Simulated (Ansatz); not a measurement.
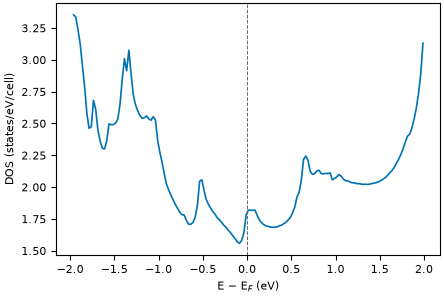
Fig. 1. Density of states of MoN₂ (P4/mbm) near the Fermi level, PBEsol, rigid bands (Ansatz, a first-principles code).

Problem. With 6 atoms a cell, what bare Sommerfeld coefficient γ = (π²/3) k_B² N(E_F) follows?

Solution. N(E_F) ≈ 1.75 states/eV a cell at 300 K, so γ ≈ 0.69 mJ/(mol of atoms·K²), before many-body enhancement (phonons, spin fluctuations, correlation).

Problem. How far does the Fermi level move in a rigid band for 0.1 electron a cell added or removed?

Solution. 56 meV and -59 meV.

A metal at this level (no band gap); rigid bands, thermally averaged at 300 K, both spins. Spin-orbit coupling is left out. Geometry: cell and atoms relaxed with PBEsol.

Computed structure with no diffraction record at hand here (it may be known, metastable or hypothetical): MoN2 (P4/mbm).
